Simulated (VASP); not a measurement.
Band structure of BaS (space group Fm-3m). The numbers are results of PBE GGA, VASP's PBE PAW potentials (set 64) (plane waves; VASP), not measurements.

Unless said otherwise, spin-orbit coupling is left out, though it shifts the bands of the heavy elements here.

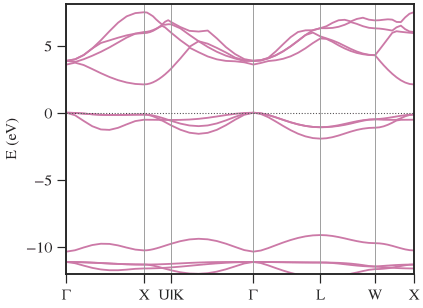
Bands along high-symmetry lines, zero at the valence-band maximum or, without a gap, the Fermi level

**Question.** Read the plot: is there a gap, and where are the band edges?

**Answer.** The gap is indirect, 2.11 eV, from the valence maximum at Γ to the conduction minimum at X.

The structure is a typed BaS crystal (Fm-3m). The cell was not relaxed at this level.
